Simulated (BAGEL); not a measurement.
# BCl3 (boron trichloride) at HF/6-311+G(d,p) (density fitting with cc-pvqz-jkfit)

What is the vertical ionisation energy of BCl3 (boron trichloride) at HF/6-311+G** (density fitting with cc-pvqz-jkfit)? 

The results are computed with BAGEL 1.2.2.

## (1) The structure to begin with

The species is BCl3 (4 atoms), meant as a singlet with charge 0. As SMILES, `ClB(Cl)Cl`. The shape is that of a PBE0-D4/def2-TZVP optimisation.

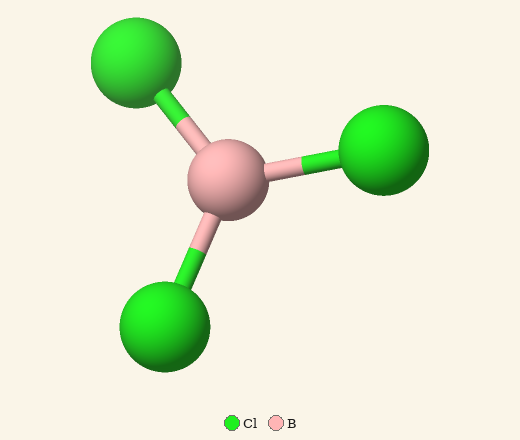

Viewed from a chosen angle; chlorine green, boron pink.

## (2) A single-point energy at HF/6-311+G(d,p) (density fitting with cc-pvqz-jkfit)

Input file hf.json:

```json
{ "bagel": [

{
  "title": "molecule",
  "basis": "6-311+gss.json",
  "df_basis": "cc-pvqz-jkfit",
  "angstrom": true,
  "geometry": [
    { "atom": "Cl", "xyz": [   -0.257920,    0.516440,    1.638340 ] },
    { "atom": "B", "xyz": [    0.000000,    0.000000,   -0.000010 ] },
    { "atom": "Cl", "xyz": [    0.942010,   -1.423060,   -0.324000 ] },
    { "atom": "Cl", "xyz": [   -0.684100,    0.906610,   -1.314320 ] }
  ]
},
{ "title": "hf" },
{ "title": "print", "file": "orbitals.molden", "orbitals": true }

]}
```

The basis set 6-311+G** is read from a file made from the Basis Set Exchange's data (not shown).

The run is started by

```sh
$ BAGEL_NUM_THREADS=1 BAGEL hf.json > hf.out
```

Standard output:

```text
* using 1 threads per process

  ===============================================================
  ===============================================================

  *** Geometry ***

  { "atom" : "Cl", "xyz" : [     -0.487398,      0.975930,      3.096014 ] },
  { "atom" : "B", "xyz" : [      0.000000,      0.000000,     -0.000019 ] },
  { "atom" : "Cl", "xyz" : [      1.780141,     -2.689194,     -0.612271 ] },
  { "atom" : "Cl", "xyz" : [     -1.292762,      1.713245,     -2.483705 ] },

  Number of auxiliary basis functions:      550

  Since a DF basis is specified, we compute 2- and 3-index integrals:
    o Being stored without compression. Storage requirement is 0.055 GB

  Number of basis functions:      112
  Number of electrons      :       56

    * METHOD: MOLECULE                             0.30

  *** RHF ***

  === Nuclear Repulsion ===
   230.1731617545

      * DIIS with orbital gradients will be used.

  === RHF iteration (6-311+gss.json) ===
      0      -1403.23558419          0.01217409           0.16
      1      -1403.31498631          0.00678046           0.16
      2      -1403.33833925          0.00116964           0.16
      3      -1403.33944126          0.00028084           0.16
      4      -1403.33951254          0.00004923           0.16
      5      -1403.33951644          0.00001159           0.16
      6      -1403.33951664          0.00000208           0.16
      7      -1403.33951664          0.00000037           0.16
      8      -1403.33951664          0.00000006           0.15
      9      -1403.33951664          0.00000001           0.15
     10      -1403.33951664          0.00000000           0.15
    * SCF iteration converged.

    * Permanent dipole moment:
           (    0.000021,    -0.000035,     0.000050) a.u.

    * METHOD: HF                                   1.94

    * METHOD: PRINT                                0.02

  ===============================================================
```

Wall time 2.5 s (1 thread of Arm Neoverse V2, shared host); peak memory 0.17 GiB.

## (3) The doublet cation at the same level

Input file input.json:

```json
{ "bagel" : [

{
  "title" : "molecule",
  "basis" : "6-311+gss.json",
  "df_basis" : "cc-pvqz-jkfit",
  "angstrom" : true,
  "geometry" : [
    { "atom" : "Cl", "xyz" : [      -0.257920,       0.516440,       1.638340 ] },
    { "atom" : "B", "xyz" : [       0.000000,       0.000000,      -0.000010 ] },
    { "atom" : "Cl", "xyz" : [       0.942010,      -1.423060,      -0.324000 ] },
    { "atom" : "Cl", "xyz" : [      -0.684100,       0.906610,      -1.314320 ] }
  ]
},

{ "title" : "uhf", "charge" : 1, "nopen" : 1 },

{ "title" : "print", "file" : "orbitals.molden", "orbitals" : true }

]}
```

The basis set 6-311+G** is read from a file made from the Basis Set Exchange's data (not shown).

The run is started by

```sh
$ BAGEL_NUM_THREADS=1 BAGEL input.json > input.out
```

Standard output:

```text
* using 1 threads per process

  ===============================================================
  ===============================================================

  *** Geometry ***

  { "atom" : "Cl", "xyz" : [     -0.487398,      0.975930,      3.096014 ] },
  { "atom" : "B", "xyz" : [      0.000000,      0.000000,     -0.000019 ] },
  { "atom" : "Cl", "xyz" : [      1.780141,     -2.689194,     -0.612271 ] },
  { "atom" : "Cl", "xyz" : [     -1.292762,      1.713245,     -2.483705 ] },

  Number of auxiliary basis functions:      550

  Since a DF basis is specified, we compute 2- and 3-index integrals:
    o Being stored without compression. Storage requirement is 0.055 GB

  Number of basis functions:      112
  Number of electrons      :       56

    * METHOD: MOLECULE                             0.30

  *** Open-shell HF ***

  === Nuclear Repulsion ===
   230.1731617545

      * DIIS with orbital gradients will be used.

  === UHF iteration (6-311+gss.json) ===
      0      -1402.79789493          0.02432712           0.30
      1      -1402.87748277          0.01382211           0.30
      2      -1402.89644286          0.00821231           0.30
      3      -1402.90555710          0.00060262           0.30
      4      -1402.90580629          0.00008998           0.30
      5      -1402.90582016          0.00003211           0.30
      6      -1402.90582293          0.00000414           0.30
      7      -1402.90582303          0.00000144           0.30
      8      -1402.90582307          0.00000088           0.30
      9      -1402.90582307          0.00000089           0.30
     10      -1402.90582307          0.00000092           0.30
     11      -1402.90582307          0.00000054           0.30
     12      -1402.90582307          0.00000007           0.30
     13      -1402.90582307          0.00000003           0.30
     14      -1402.90582307          0.00000002           0.30
     15      -1402.90582307          0.00000001           0.30
    * SCF iteration converged.

    * S^2 (UHF) is 0.7754

    * Permanent dipole moment:
           (    0.000024,    -0.000030,     0.000149) a.u.

    * METHOD: UHF                                  5.07

    * METHOD: PRINT                                0.02

  ===============================================================
```

Run time: 5.7 s. Hardware: 1 thread of Arm Neoverse V2, shared host; peak memory 0.17 GiB.

## (4) What came out

At HF/6-311+G** (density fitting with cc-pvqz-jkfit):

| quantity | value |
| --- | --- |
| singlet BCl3: total energy | -1403.33952 Eh |
| singlet BCl3: dipole moment | 0.00 D |
| singlet BCl3: HOMO energy | -12.51 eV |
| singlet BCl3: LUMO energy | 1.27 eV |
| singlet BCl3: HOMO–LUMO gap | 13.79 eV |
| doublet cation: total energy | -1402.90582 Eh |
| doublet cation: ⟨S²⟩ | 0.775 |
| vertical ionisation energy (to the doublet cation) | 11.801 eV |

**Reading.** The vertical ionisation energy comes to 11.80 eV (1139 kJ/mol). −ε(HOMO) before ionisation, 12.51 eV, is 0.71 eV above this ionisation energy.
